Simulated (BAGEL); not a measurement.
# SiO2 (silicon dioxide molecule) at RI-MP2/cc-pVTZ (density fitting with cc-pvqz-jkfit)

Aim: the energy change on altering one bond length of SiO2 (silicon dioxide molecule) at RI-MP2/cc-pVTZ (density fitting with cc-pvqz-jkfit), from 2 runs. 

The calculation is run with BAGEL 1.2.2.

2 further runs of the same task are left out: 2 that didn't finish. Runs told in other sessions of the task aren't counted.

### Step 1. The molecule

The species is SiO2 (3 atoms), meant as a singlet with charge 0. As SMILES, `O=[Si]=O`. Geometry: relaxed at PBE0-D4/def2-TZVP.

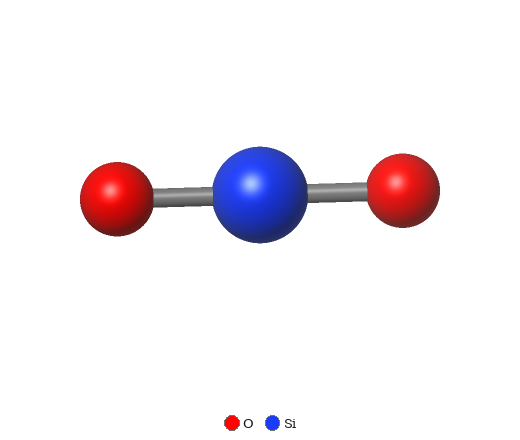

The structure, seen from a chosen angle (oxygen red, silicon blue).

### Step 2. A single-point energy at RI-MP2/cc-pVTZ (density fitting with cc-pvqz-jkfit)

job.json reads:

```json
{ "bagel" : [

{
  "title" : "molecule",
  "basis" : "cc-pvtz.json",
  "df_basis" : "cc-pvqz-jkfit",
  "angstrom" : true,
  "geometry" : [
    { "atom" : "O", "xyz" : [       0.697730,       1.229600,       0.518760 ] },
    { "atom" : "Si", "xyz" : [      -0.000010,       0.000000,       0.000000 ] },
    { "atom" : "O", "xyz" : [      -0.697730,      -1.229610,      -0.518760 ] }
  ]
},

{
  "title" : "hf"
},

{
  "title" : "mp2",
  "ncore" : 7
}

]}
```

The basis set cc-pVTZ is read from a file made from the Basis Set Exchange's data (not shown).

Launch:

```sh
BAGEL_NUM_THREADS=1 BAGEL job.json > job.out
```

What it wrote:

```text
* using 1 threads per process

  ===============================================================
  ===============================================================

  *** Geometry ***

  { "atom" : "O", "xyz" : [      1.318519,      2.323607,      0.980314 ] },
  { "atom" : "Si", "xyz" : [     -0.000019,      0.000000,      0.000000 ] },
  { "atom" : "O", "xyz" : [     -1.318519,     -2.323626,     -0.980314 ] },

  Number of auxiliary basis functions:      360

  Since a DF basis is specified, we compute 2- and 3-index integrals:
    o Being stored without compression. Storage requirement is 0.025 GB

  Number of basis functions:       94
  Number of electrons      :       30

    * METHOD: MOLECULE                             0.12

  *** RHF ***

  === Nuclear Repulsion ===
    89.9564389481

      * DIIS with orbital gradients will be used.

  === RHF iteration (cc-pvtz.json) ===
      0       -438.33864337          0.03073218           0.04
      1       -438.39971939          0.03036739           0.04
      2       -438.71796166          0.00102923           0.04
      3       -438.71884916          0.00043209           0.04
      4       -438.71901482          0.00012974           0.04
      5       -438.71903278          0.00003579           0.04
      6       -438.71903417          0.00000596           0.04
      7       -438.71903421          0.00000126           0.04
      8       -438.71903421          0.00000019           0.03
      9       -438.71903421          0.00000004           0.03
     10       -438.71903421          0.00000003           0.04
     11       -438.71903421          0.00000000           0.04
    * SCF iteration converged.

    * Permanent dipole moment:
           (    0.000027,    -0.000014,     0.000000) a.u.

    * METHOD: HF                                   0.52

  *** RHF ***

  === Nuclear Repulsion ===
    89.9564389481

      * DIIS with orbital gradients will be used.

  === RHF iteration (cc-pvtz.json) ===
      0       -438.71903421          0.00000000           0.03
    * SCF iteration converged.

    * Permanent dipole moment:
           (    0.000027,    -0.000014,     0.000000) a.u.

  === DF-MP2 calculation ===

    * freezing 7 orbitals
    * 3-index integral transformation done
    * assembly done

      MP2 correlation energy:   -0.5870970706      0.02

      MP2 total energy:       -439.3061312768

    * METHOD: MP2                                  0.10

  ===============================================================
```

Run time: 0.9 s. Hardware: 1 thread of Arm Neoverse V2, shared host; peak memory 0.089 GiB.

### Step 3. The distorted shape

input.json reads:

```json
{ "bagel": [

{
  "title": "molecule",
  "basis": "cc-pvtz.json",
  "df_basis": "cc-pvqz-jkfit",
  "angstrom": "true",
  "geometry": [
    { "atom": "O", "xyz": [       0.907039,       1.598457,       0.674378 ] },
    { "atom": "Si", "xyz": [      -0.000010,       0.000000,       0.000000 ] },
    { "atom": "O", "xyz": [      -0.697730,      -1.229610,      -0.518760 ] }
  ]
},

{
  "title": "hf"
},

{
  "title": "mp2",
  "ncore": 7
}

]}
```

The basis set cc-pVTZ is read from a file made from the Basis Set Exchange's data (not shown).

Launch:

```sh
BAGEL_NUM_THREADS=1 BAGEL input.json > input.out
```

What it wrote:

```text
* using 1 threads per process

  ===============================================================
  ===============================================================

  *** Geometry ***

  { "atom" : "O", "xyz" : [      1.714055,      3.020646,      1.274390 ] },
  { "atom" : "Si", "xyz" : [     -0.000019,      0.000000,      0.000000 ] },
  { "atom" : "O", "xyz" : [     -1.318519,     -2.323626,     -0.980314 ] },

  Number of auxiliary basis functions:      360

  Since a DF basis is specified, we compute 2- and 3-index integrals:
    o Being stored without compression. Storage requirement is 0.025 GB

  Number of basis functions:       94
  Number of electrons      :       30

    * METHOD: MOLECULE                             0.13

  *** RHF ***

  === Nuclear Repulsion ===
    79.4081368213

      * DIIS with orbital gradients will be used.

  === RHF iteration (cc-pvtz.json) ===
      0       -438.11622762          0.03312548           0.04
      1       -437.79434895          0.04791329           0.04
      2       -438.58198624          0.00600084           0.04
      3       -438.59636704          0.00305874           0.04
      4       -438.60286169          0.00106026           0.04
      5       -438.60530817          0.00057599           0.04
      6       -438.60603501          0.00023592           0.04
      7       -438.60614461          0.00002668           0.04
      8       -438.60614509          0.00002031           0.04
      9       -438.60614524          0.00000463           0.04
     10       -438.60614525          0.00000379           0.04
     11       -438.60614526          0.00000051           0.04
     12       -438.60614526          0.00000018           0.04
     13       -438.60614526          0.00000007           0.04
     14       -438.60614526          0.00000002           0.04
     15       -438.60614526          0.00000001           0.04
    * SCF iteration converged.

    * Permanent dipole moment:
           (    0.044147,     0.077748,     0.032806) a.u.

    * METHOD: HF                                   0.71

  *** RHF ***

  === Nuclear Repulsion ===
    79.4081368213

      * DIIS with orbital gradients will be used.

  === RHF iteration (cc-pvtz.json) ===
      0       -438.60614526          0.00000000           0.04
    * SCF iteration converged.

    * Permanent dipole moment:
           (    0.044148,     0.077748,     0.032806) a.u.

  === DF-MP2 calculation ===

    * freezing 7 orbitals
    * 3-index integral transformation done
    * assembly done

      MP2 correlation energy:   -0.5926242739      0.02

      MP2 total energy:       -439.1987695310

    * METHOD: MP2                                  0.10

  ===============================================================
```

Run time: 1.1 s. Hardware: 1 thread of Arm Neoverse V2, shared host; peak memory 0.14 GiB.

### Step 4. Outcome

Level: RI-MP2/cc-pVTZ (density fitting with cc-pvqz-jkfit), 7 core orbitals frozen.

| quantity | value |
| --- | --- |
| first shape: total energy | -439.30613 Eh |
| first shape: correlation energy (7 core orbitals frozen) | -587.1 mEh |
| distorted shape: total energy | -439.19877 Eh |
| distorted shape: correlation energy (7 core orbitals frozen) | -592.6 mEh |
| energy change with the O1–Si2 bond stretched from 1.506 to 1.958 Å | 2.921 eV |

**Reading.** With the O1–Si2 bond stretched from 1.506 to 1.958 Å the energy rises by 2.92 eV (282 kJ/mol). The first shape isn't relaxed at this level, so the change isn't measured from a minimum.
